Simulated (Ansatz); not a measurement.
# Run report: Si2NH7O, nudged elastic band

Si2NH7O, computed with RKS revPBE-D4/def2-SVPD (Ansatz 0.2.0).

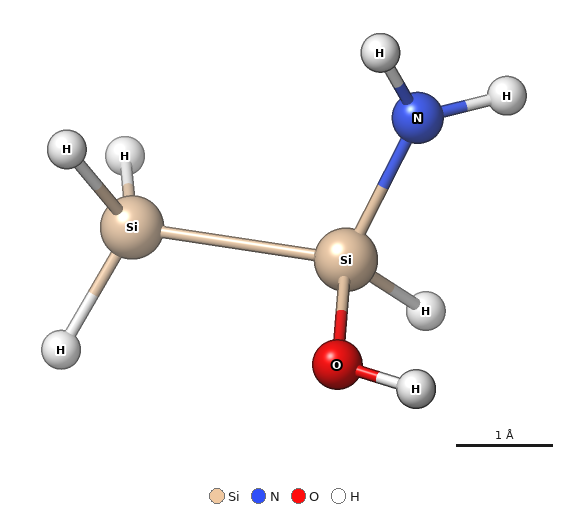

Fig. 1: The starting structure (ball-and-stick view, seen at a tilt). Bond lengths as drawn: H–N 1.00 to 1.01 Å, H–O 0.96 Å, H–Si 1.49 Å, N–Si 1.71 Å, O–Si 1.65 Å and Si–Si 2.34 Å.

### Input file
```yaml
crystal:
  periodic: [false, false, false]
  atoms:
    - {symbol: Si, position_ang: [-0.408608, 0.509491, -0.153414]}
    - {symbol: N, position_ang: [0.777591, 1.433259, 0.658858]}
    - {symbol: O, position_ang: [-0.378817, 0.610787, -1.803485]}
    - {symbol: H, position_ang: [-0.453974, 1.484775, -2.191579]}
    - {symbol: H, position_ang: [-1.696152, 1.042882, 0.376483]}
    - {symbol: Si, position_ang: [-0.104243, -1.772279, 0.259862]}
    - {symbol: H, position_ang: [1.763365, 1.238741, 0.625577]}
    - {symbol: H, position_ang: [0.566487, 2.294196, 1.132108]}
    - {symbol: H, position_ang: [1.311278, -2.151312, -0.013612]}
    - {symbol: H, position_ang: [-0.988662, -2.621840, -0.582136]}
    - {symbol: H, position_ang: [-0.388366, -2.068599, 1.691337]}
basis:
  gaussian: {orbitals: def2-SVPD}
hamiltonian: {xc: {name: revPBE}, dispersion: d4}
neb:
  images: 4
  climbing: true
  max_iterations: 40
  initial_path: idpp
  max_displacement: 0.3
  final_atoms:
    - {symbol: Si, position_ang: [-0.758297, 0.319879, -0.650514]}
    - {symbol: N, position_ang: [0.657991, 1.474522, 0.116469]}
    - {symbol: O, position_ang: [-0.626316, 0.566861, -2.160474]}
    - {symbol: H, position_ang: [0.487077, 2.397586, -0.276165]}
    - {symbol: H, position_ang: [-1.860503, 0.921485, 0.176841]}
    - {symbol: Si, position_ang: [-0.149135, -1.747545, 0.308446]}
    - {symbol: H, position_ang: [1.553739, 1.158124, -0.245232]}
    - {symbol: H, position_ang: [0.708685, 1.543891, 1.129373]}
    - {symbol: H, position_ang: [1.200085, -2.173285, -0.162834]}
    - {symbol: H, position_ang: [-1.130553, -2.809751, -0.035698]}
    - {symbol: H, position_ang: [-0.082873, -1.651666, 1.799788]}
```

Hardware: 4 threads of Arm Neoverse V1, 23 GiB of memory available, shared host.

Launched with:
```bash
ansatz run in.yaml --threads 4 --pin off --events-out ev --progress --plain --max-ram 9574MiB
```

### The program's output
```
Functional definition: revPBE
  name "revPBE"
  cite "Zhang & Yang, Phys. Rev. Lett. 80, 890 (1998) doi:10.1103/PhysRevLett.80.890"
  cite "Perdew, Burke & Ernzerhof, Phys. Rev. Lett. 77, 3865 (1996) doi:10.1103/PhysRevLett.77.3865"
  parameter kappa = 1.245
  parameter beta = 0.06672455060314922
  exchange = pbe_x(kappa = kappa, mu = beta*pi^2/3)
  correlation = pbe_c(beta = beta)
1264 factors; their error is unknown
mean field evaluation 1: about -19384.0768 eV, gradient 8.0e1 eV
mean field evaluation 2: about -19332.2355 eV, gradient 1.6e2 eV
mean field evaluation 4: about -19395.8855 eV, gradient 1.4e1 eV
mean field evaluation 8: about -19396.3306 eV, gradient 1.5e-1 eV
mean field evaluation 16: about -19396.2929 eV, gradient 2.1e-4 eV
mean field -19396.29288986 eV, -712.8006164227 hartree, gradient 4.9e-5 eV, S^2 0.000000; 0 other end points of the search recorded, 0 dependent functions left out
the calculation of the forces begins
reference -19396.29295224 eV, -712.8006187151 hartree; 25, 25 occupied and 122, 122 virtual orbitals, 1264 factors
1264 factors; their error is unknown
mean field evaluation 32: about -19395.1369 eV, gradient 3.0e-3 eV
mean field -19395.13689218 eV, -712.7581342915 hartree, gradient 4.3e-5 eV, S^2 0.000000; 0 other end points of the search recorded, 0 dependent functions left out
[... from here on the field's lines of each further geometry are left out, up to the last ...]
WARN: NEB end point (image 0): max|allowed force component| = 1.236e0 eV/Å (the criterion of neb.relax_end_points is 1.000e-2). That is over neb.f_tol: it is no minimum, so the barrier can be far off. Relax it first
WARN: NEB end point (image 5): max|allowed force component| = 2.274e0 eV/Å (the criterion of neb.relax_end_points is 1.000e-2). That is over neb.f_tol: it is no minimum, so the barrier can be far off. Relax it first
NEB iter   1: max|band force component| = 5.237e0 eV/Å  barrier→ = 3.6434 eV  barrier← = 2.4984 eV  Δτ_max = 0.3000 Å  (179 SCF iters)
NEB iter   2: max|band force component| = 3.912e0 eV/Å  barrier→ = 2.3435 eV  barrier← = 1.1985 eV  Δτ_max = 0.3000 Å  (144 SCF iters)
NEB iter   3: max|band force component| = 8.262e1 eV/Å  barrier→ = 10.7028 eV  barrier← = 9.5578 eV  Δτ_max = 0.1492 Å  (142 SCF iters)
NEB iter   4: max|band force component| = 2.626e1 eV/Å  barrier→ = 2.5561 eV  barrier← = 1.4111 eV  Δτ_max = 0.1512 Å  (145 SCF iters)
NEB iter   5: max|band force component| = 1.473e1 eV/Å  barrier→ = 1.5243 eV  barrier← = 0.3792 eV  Δτ_max = 0.1517 Å  (119 SCF iters)
NEB iter   6: max|band force component| = 5.270e0 eV/Å  barrier→ = 1.4203 eV  barrier← = 0.2753 eV  Δτ_max = 0.1937 Å  (117 SCF iters)
NEB iter   7: max|band force component| = 1.374e0 eV/Å  barrier→ = 1.3376 eV  barrier← = 0.1926 eV  Δτ_max = 0.2970 Å  (124 SCF iters)
NEB iter   8: max|band force component| = 2.670e0 eV/Å  barrier→ = 1.3833 eV  barrier← = 0.2383 eV  Δτ_max = 0.1504 Å  (136 SCF iters)
NEB iter   9: max|band force component| = 3.344e-1 eV/Å  barrier→ = 1.1659 eV  barrier← = 0.0208 eV  CI = image 3  Δτ_max = 0.1495 Å  (127 SCF iters)
NEB iter  10: max|band force component| = 4.309e-1 eV/Å  barrier→ = 1.2747 eV  barrier← = 0.1296 eV  CI = image 3  Δτ_max = 0.0743 Å  (122 SCF iters)
NEB iter  11: max|band force component| = 4.118e-1 eV/Å  barrier→ = 1.3052 eV  barrier← = 0.1602 eV  CI = image 3  Δτ_max = 0.0725 Å  (123 SCF iters)
NEB iter  12: max|band force component| = 4.328e-1 eV/Å  barrier→ = 1.3389 eV  barrier← = 0.1939 eV  CI = image 3  Δτ_max = 0.0648 Å  (122 SCF iters)
NEB iter  13: max|band force component| = 4.906e-1 eV/Å  barrier→ = 1.3806 eV  barrier← = 0.2356 eV  CI = image 3  Δτ_max = 0.0742 Å  (120 SCF iters)
NEB iter  14: max|band force component| = 3.414e-1 eV/Å  barrier→ = 1.4321 eV  barrier← = 0.2871 eV  CI = image 3  Δτ_max = 0.1135 Å  (120 SCF iters)
NEB iter  15: max|band force component| = 2.153e-1 eV/Å  barrier→ = 1.4479 eV  barrier← = 0.3029 eV  CI = image 3  Δτ_max = 0.0471 Å  (121 SCF iters)
NEB iter  16: max|band force component| = 1.141e-1 eV/Å  barrier→ = 1.4495 eV  barrier← = 0.3044 eV  CI = image 3  Δτ_max = 0.0221 Å  (123 SCF iters)
NEB iter  17: max|band force component| = 8.068e-2 eV/Å  barrier→ = 1.4473 eV  barrier← = 0.3023 eV  CI = image 3  Δτ_max = 0.0404 Å  (124 SCF iters)
NEB iter  18: max|band force component| = 4.353e-2 eV/Å  barrier→ = 1.4450 eV  barrier← = 0.3000 eV  CI = image 3  Δτ_max = 0.0462 Å  (123 SCF iters)
NEB iter  19: max|band force component| = 1.013e-1 eV/Å  barrier→ = 1.4440 eV  barrier← = 0.2989 eV  CI = image 3  Δτ_max = 0.0232 Å  (31 SCF iters)
NEB iter  20: max|band force component| = 7.596e-2 eV/Å  barrier→ = 1.4434 eV  barrier← = 0.2983 eV  CI = image 3  Δτ_max = 0.0232 Å  (123 SCF iters)
NEB iter  21: max|band force component| = 5.875e-2 eV/Å  barrier→ = 1.4432 eV  barrier← = 0.2981 eV  CI = image 3  Δτ_max = 0.0231 Å  (123 SCF iters)
NEB iter  22: max|band force component| = 5.133e-2 eV/Å  barrier→ = 1.4429 eV  barrier← = 0.2979 eV  CI = image 3  Δτ_max = 0.0231 Å  (122 SCF iters)
the calculation of the forces begins
reference -19395.22760348 eV, -712.7614678706 hartree; 25, 25 occupied and 122, 122 virtual orbitals, 1264 factors
these checks for a lower state are left out or cut short: stability, starts, cluster_reference, orbital_swaps, neighbouring_geometries, increment
1264 factors; their error is unknown
mean field -19395.19444129 eV, -712.7602491826 hartree, gradient 7.4e-7 eV, S^2 0.000000; 0 other end points of the search recorded, 0 dependent functions left out
the calculation of the forces begins
reference -19395.19450302 eV, -712.7602514509 hartree; 25, 25 occupied and 122, 122 virtual orbitals, 1264 factors
NEB iter  23: max|band force component| = 2.907e-2 eV/Å  barrier→ = 1.4428 eV  barrier← = 0.2978 eV  CI = image 3  CI's point: of a kind that is not told: the force calls were inconclusive, a negative curvature could not be distinguished from the path's own, the only one lies far off the path, or fixed occupations may fill a level only in part  Δτ_max = 0.0000 Å  (953 SCF iters)
```

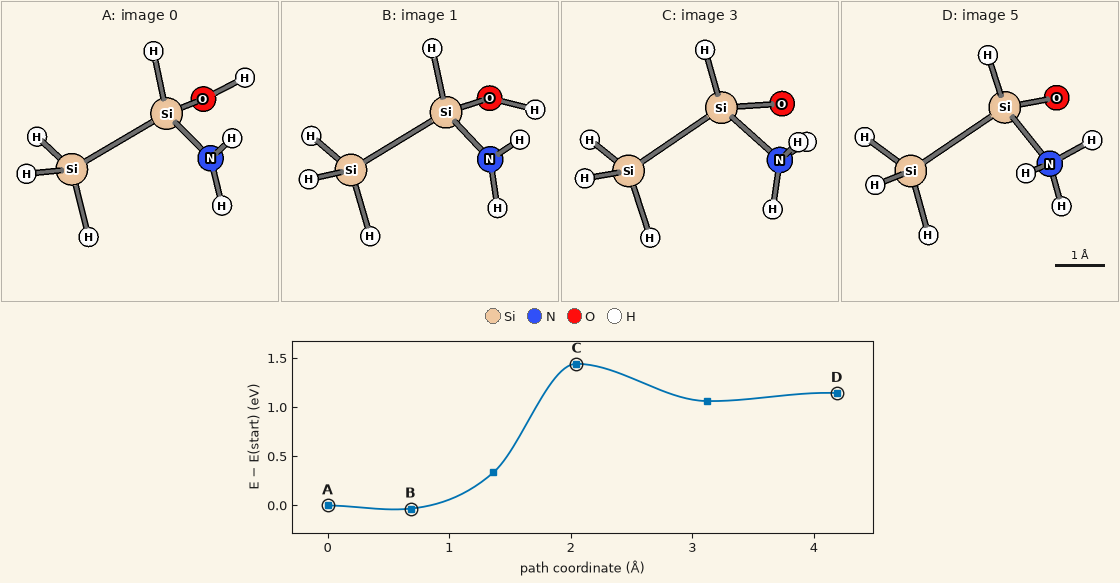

Fig. 2: Images of the last band (counted from 0; ball-and-stick, seen at a tilt) above the energy along the path; the line is a cubic interpolation that uses the forces. The highest image is number 3, 1.443 eV above the start and 0.298 eV above the end (the climbing image); the end lies 1.145 eV above the start. The path is 4.19 Å long. The band converged in 23 iterations. The end points carry forces over 0.1 eV/Å, so they aren't fully relaxed minima and the barriers are approximate.

```
WARN: NEB end point (image 0): the path dips 0.032305 eV below it before the top, so the barrier from the dip is that much higher. The path crosses a lower well, or the end point is a saddle point, which neb.relax_end_points tests for
WARN: NEB end point (image 5): the path dips 0.081758 eV below it before the top, so the barrier from the dip is that much higher. The path crosses a lower well, or the end point is a saddle point, which neb.relax_end_points tests for
Total energy: -19395.49233282 eV, -712.7711964943 hartree
Atom 0 at    -0.739883     0.288523    -0.401353 Å, force     0.005351     0.001919    -0.019689 eV/Å
Atom 1 at     0.611345     1.582891     0.032243 Å, force    -0.002603     0.001947    -0.014628 eV/Å
Atom 2 at    -0.400681     0.676565    -1.953823 Å, force    -0.000138    -0.002236     0.023035 eV/Å
Atom 3 at     0.462931     1.508397    -1.185210 Å, force    -0.000654    -0.003871     0.010204 eV/Å
Atom 4 at    -2.000349     0.801474     0.256797 Å, force    -0.001400     0.001242     0.002957 eV/Å
Atom 5 at    -0.070502    -1.807539     0.458779 Å, force    -0.003150     0.005737    -0.000480 eV/Å
Atom 6 at     1.526636     1.277765     0.381339 Å, force     0.002716    -0.000468    -0.001773 eV/Å
Atom 7 at     0.350525     2.471294     0.475341 Å, force    -0.001548     0.000689     0.000014 eV/Å
Atom 8 at     1.382894    -2.028468     0.132031 Å, force    -0.000090    -0.000074     0.003207 eV/Å
Atom 9 at    -0.883784    -2.914905    -0.152442 Å, force     0.001236    -0.000070    -0.000004 eV/Å
Atom 10 at    -0.239231    -1.855895     1.956297 Å, force     0.000280    -0.004815    -0.002844 eV/Å
Dipole moment:     0.323304     0.284724     0.819540 e Å
```

### The last band as extended XYZ (Å, eV, eV/Å)
```
11
Properties=species:S:1:pos:R:3:forces:R:3 image=0 energy=-19396.93508
Si   -0.4086    0.5095   -0.1534   -0.5128  -0.5796   0.8977
N     0.7776    1.4333    0.6589    0.2365   0.1273   0.2051
O    -0.3788    0.6108   -1.8035    0.0792  -0.4359  -1.2356
H    -0.4540    1.4848   -2.1916   -0.0495   0.5394  -0.3127
H    -1.6962    1.0429    0.3765   -0.2710   0.1086   0.1225
Si   -0.1042   -1.7723    0.2599   -0.0257   0.1194  -0.0266
H     1.7634    1.2387    0.6256    0.5837  -0.0930   0.0054
H     0.5665    2.2942    1.1321   -0.0939   0.5101   0.2920
H     1.3113   -2.1513   -0.0136    0.2851  -0.0687  -0.0598
H    -0.9887   -2.6218   -0.5821   -0.1768  -0.1735  -0.1753
H    -0.3884   -2.0686    1.6913   -0.0549  -0.0541   0.2871
11
Properties=species:S:1:pos:R:3:forces:R:3 image=1 energy=-19396.96738
Si   -0.5351    0.4805   -0.1594    0.0188   0.0118  -0.0115
N     0.6778    1.4512    0.6356    0.0036  -0.0099   0.0440
O    -0.4929    0.6898   -1.8582    0.0100  -0.0248   0.0269
H     0.0471    1.4666   -2.0883   -0.0645  -0.0253  -0.1077
H    -1.8639    0.9502    0.3719    0.0176   0.0201  -0.0060
Si   -0.0925   -1.7898    0.2951    0.0027   0.0082  -0.0034
H     1.6684    1.2164    0.6220    0.0102   0.0141   0.0296
H     0.5063    2.4021    0.9559    0.0023  -0.0018   0.0394
H     1.3212   -2.1025   -0.1239    0.0030  -0.0039   0.0076
H    -1.0227   -2.7269   -0.4263    0.0000   0.0208  -0.0150
H    -0.2137   -2.0375    1.7755   -0.0037  -0.0093  -0.0039
11
Properties=species:S:1:pos:R:3:forces:R:3 image=2 energy=-19396.59869
Si   -0.6310    0.4069   -0.2383    0.2015   0.1545   0.2116
N     0.6215    1.5144    0.3423   -0.0379  -0.0908   0.4361
O    -0.4336    0.7818   -1.8919    0.0249   0.0068   0.0036
H     0.2747    1.4465   -1.6665   -0.2872  -0.1740  -0.8799
H    -1.9643    0.8365    0.3164    0.0183   0.0187  -0.0727
Si   -0.0794   -1.8073    0.3715    0.0179   0.0216  -0.0111
H     1.5881    1.2321    0.4827    0.0449   0.0037   0.1616
H     0.4240    2.4483    0.6923    0.0149   0.0122   0.1950
H     1.3548   -2.0656   -0.0071    0.0121  -0.0099   0.0022
H    -0.9458   -2.8579   -0.2691   -0.0069   0.0537  -0.0301
H    -0.2090   -1.9357    1.8676   -0.0025   0.0034  -0.0163
11
Properties=species:S:1:pos:R:3:forces:R:3 image=3 energy=-19395.49227
Si   -0.7399    0.2885   -0.4014    0.0054   0.0019  -0.0197
N     0.6113    1.5829    0.0322   -0.0026   0.0019  -0.0146
O    -0.4007    0.6766   -1.9538   -0.0001  -0.0022   0.0230
H     0.4629    1.5084   -1.1852   -0.0007  -0.0039   0.0102
H    -2.0003    0.8015    0.2568   -0.0014   0.0012   0.0030
Si   -0.0705   -1.8075    0.4588   -0.0032   0.0057  -0.0005
H     1.5266    1.2778    0.3813    0.0027  -0.0005  -0.0018
H     0.3505    2.4713    0.4753   -0.0015   0.0007   0.0000
H     1.3829   -2.0285    0.1320   -0.0001  -0.0001   0.0032
H    -0.8838   -2.9149   -0.1524    0.0012  -0.0001   0.0000
H    -0.2392   -1.8559    1.9563    0.0003  -0.0048  -0.0028
11
Properties=species:S:1:pos:R:3:forces:R:3 image=4 energy=-19395.87181
Si   -0.8201    0.1737   -0.6689   -0.0034   0.0173  -0.0169
N     0.5813    1.5488   -0.0319    0.0146  -0.0112   0.0033
O    -0.6346    0.2807   -2.2370   -0.0115  -0.0141   0.0028
H     0.7130    2.0645   -0.9153    0.0050   0.0175   0.0101
H    -1.9787    0.8348    0.0685   -0.0057  -0.0098  -0.0038
Si   -0.0555   -1.7409    0.5157   -0.0031  -0.0073   0.0033
H     1.4869    1.1362    0.2246    0.0031   0.0000  -0.0045
H     0.2990    2.2072    0.7058   -0.0017  -0.0074   0.0035
H     1.4150   -1.9390    0.2391    0.0020   0.0055  -0.0005
H    -0.7939   -2.9788    0.0887    0.0008   0.0014   0.0011
H    -0.2126   -1.5870    2.0107   -0.0001   0.0081   0.0016
11
Properties=species:S:1:pos:R:3:forces:R:3 image=5 energy=-19395.79005
Si   -0.6862    0.1507   -0.7790   -0.5987  -0.4158   1.7519
N     0.5209    1.5325   -0.0300   -0.0816  -0.1287   0.0267
O    -0.3717    0.1939   -2.2816    0.4781   0.0552  -2.2744
H     0.3338    2.3703   -0.5764   -0.0629   0.4360  -0.2432
H    -1.9327    0.7544   -0.1932   -0.2849   0.1503   0.1520
Si   -0.0543   -1.6928    0.5503   -0.0134   0.1100  -0.0411
H     1.4788    1.2557   -0.2276    0.4955  -0.0999  -0.0770
H     0.4293    1.7485    0.9591   -0.0180   0.1455   0.5256
H     1.3748   -2.0492    0.3171    0.2877  -0.0661  -0.0518
H    -0.8958   -2.8821    0.2549   -0.1743  -0.2434  -0.0633
H    -0.1969   -1.3817    2.0065   -0.0274   0.0568   0.2947
```

### Summary

| quantity | value |
| --- | --- |
| outcome | converged |
| barrier, forward | 1.443 eV |
| barrier, backward | 0.298 eV |
| dipole moment (one image of the band) | 4.45 D |
| wall time | 2.9 min (CPU time 11 min) |
| peak memory | 0.48 GiB |
